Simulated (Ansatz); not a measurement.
# C2H7GeOP: phonon calculation

- system: C2H7GeOP, SMILES C=[CH][GeH2][O]P
- method: RKS LDA/def2-SVP (Ansatz 0.2.0)

It belongs to a series of runs on one base structure; here: vibrations at the highest image of the band.

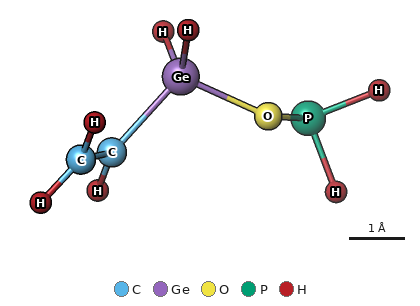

**Figure 1.** The structure as given in the input (ball-and-stick view, seen at a tilt). Sticks mark near contacts.

Input file
```yaml
crystal:
  periodic: [false, false, false]
  atoms:
    - { symbol: C, position_ang: [-0.067816, 1.984381, 1.61603] }
    - { symbol: C, position_ang: [-0.186022, 0.678546, 1.348626] }
    - { symbol: Ge, position_ang: [-0.778606, 0.07914, -0.373028] }
    - { symbol: O, position_ang: [0.573765, -0.756427, -1.196353] }
    - { symbol: P, position_ang: [0.607539, -2.399862, -1.440427] }
    - { symbol: H, position_ang: [-0.295573, 2.751848, 0.850619] }
    - { symbol: H, position_ang: [0.265451, 2.356326, 2.60353] }
    - { symbol: H, position_ang: [0.057994, -0.070089, 2.126957] }
    - { symbol: H, position_ang: [-1.097414, 1.317494, -1.239642] }
    - { symbol: H, position_ang: [-1.942305, -0.942195, -0.302305] }
    - { symbol: H, position_ang: [0.939985, -2.41776, -2.855287] }
    - { symbol: H, position_ang: [2.000001, -2.636502, -1.104619] }
basis:
  gaussian: { orbitals: def2-SVP }
hamiltonian:
  xc: lda
phonons: {}
```

Machine: 2 threads of Arm Neoverse V1, 24 GiB of memory available, shared host.

Launch command:
```bash
ansatz run input.yaml --threads 2 --pin off --max-ram 3072MiB --backend cpu --events-out ev --progress --plain --runs-dir out
```

The program's output
```
Engine: ansatz 0.2.0, aarch64-unknown-linux-gnu
Functional definition: SPW92
  exchange = slater_x
  correlation = pw_c
1423 factors; their error is unknown
mean field evaluation 1: about -69861.2213 eV, gradient 7.3e1 eV
mean field evaluation 2: about -69810.6970 eV, gradient 1.7e2 eV
mean field evaluation 4: about -69872.2141 eV, gradient 1.2e1 eV
mean field evaluation 8: about -69872.5355 eV, gradient 3.3e-1 eV
mean field evaluation 16: about -69872.4707 eV, gradient 1.3e-3 eV
mean field -69872.47074426 eV, -2567.7659385899 hartree, gradient 1.8e-5 eV, S^2 0.000000; 0 other end points of the search recorded, 0 dependent functions left out
the calculation of the forces begins
reference -69872.47078105 eV, -2567.7659399420 hartree; 37, 37 occupied and 90, 90 virtual orbitals, 1423 factors
these checks for a lower state are left out or cut short: stability, starts, cluster_reference, orbital_swaps, neighbouring_geometries, increment
1423 factors; their error is unknown
mean field -69872.47071724 eV, -2567.7659375970 hartree, gradient 1.8e-6 eV, S^2 0.000000; 0 other end points of the search recorded, 0 dependent functions left out
[... from here on the field's lines of each further geometry are left out, up to the last ...]
the calculation of the forces begins
reference -69872.47077370 eV, -2567.7659396716 hartree; 37, 37 occupied and 90, 90 virtual orbitals, 1423 factors
these checks for a lower state are left out or cut short: stability, starts, cluster_reference, orbital_swaps, neighbouring_geometries, increment
1423 factors; their error is unknown
mean field evaluation 448: about -69872.4707 eV, gradient 4.5e-2 eV
mean field -69872.47073212 eV, -2567.7659381438 hartree, gradient 2.6e-6 eV, S^2 0.000000; 0 other end points of the search recorded, 0 dependent functions left out
the calculation of the forces begins
reference -69872.47076892 eV, -2567.7659394960 hartree; 37, 37 occupied and 90, 90 virtual orbitals, 1423 factors
WARN: phonons: modes at or below zero, which the zero-point energy, F, S and C_V leave out: 1, the lowest at -16.29 cm⁻¹. A minimum has none, and a first-order saddle one
Total energy: -69872.47078105 eV, -2567.7659399420 hartree
Atom 0 at    -0.067816     1.984381     1.616030 Å, force     0.007832    -0.025519    -0.008269 eV/Å
Atom 1 at    -0.186022     0.678546     1.348626 Å, force     0.004202    -0.010546     0.001010 eV/Å
Atom 2 at    -0.778606     0.079140    -0.373028 Å, force     0.013182    -0.026716    -0.013178 eV/Å
Atom 3 at     0.573765    -0.756427    -1.196353 Å, force    -0.000369     0.012230    -0.018161 eV/Å
Atom 4 at     0.607539    -2.399862    -1.440427 Å, force    -0.007692     0.039775     0.014711 eV/Å
Atom 5 at    -0.295573     2.751848     0.850619 Å, force    -0.008198     0.010947     0.007048 eV/Å
Atom 6 at     0.265451     2.356326     2.603530 Å, force    -0.003052     0.009185    -0.005875 eV/Å
Atom 7 at     0.057994    -0.070089     2.126957 Å, force    -0.002934     0.003218     0.010438 eV/Å
Atom 8 at    -1.097414     1.317494    -1.239642 Å, force    -0.002066     0.003269    -0.002977 eV/Å
Atom 9 at    -1.942305    -0.942195    -0.302305 Å, force     0.001930     0.001856     0.008322 eV/Å
Atom 10 at     0.939985    -2.417760    -2.855287 Å, force     0.004643    -0.000099     0.005970 eV/Å
Atom 11 at     2.000001    -2.636502    -1.104619 Å, force    -0.007478    -0.017598     0.000961 eV/Å
Dipole moment:    -0.069516     0.149387     0.211621 e Å
Vibrations: -16.29 65.04 97.24 161.38 172.38 251.84 462.39 514.57 556.75 615.74 681.20 749.54 799.06 871.05 877.52 943.93 954.41 986.62 989.22 1061.91 1198.40 1342.46 1640.72 2072.47 2102.79 2235.04 2251.31 3034.93 3080.51 3132.69 cm⁻¹, zero-point energy 2.101725 eV
```

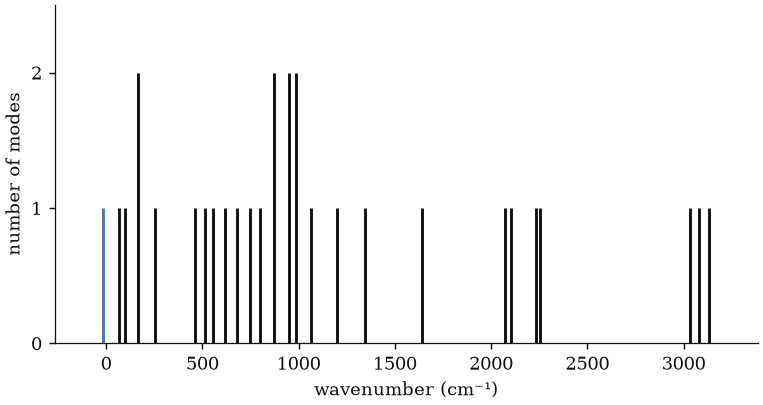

**Figure 2.** Harmonic vibrational wavenumbers from the force constants; neighbouring modes closer than 14 cm⁻¹ are counted in one stick, and imaginary ones are drawn at negative wavenumbers. 30 modes from 16i to 3133 cm⁻¹, 1 imaginary beyond 8i (16i cm⁻¹): not a clean minimum; so soft a mode can be a shallow saddle, an incomplete relaxation or noise of the force constants.

Summary

```json
{"quantity": "outcome", "value": "converged"}
{"quantity": "total energy", "value": "−69872.4708 eV"}
{"quantity": "mean-field energy", "value": "−69872.4708 eV"}
{"quantity": "largest force (length of the vector)", "value": "0.043 eV/Å"}
{"quantity": "wall time", "value": "89 s (CPU time 2.9 min)"}
{"quantity": "peak memory", "value": "0.17 GiB"}
```
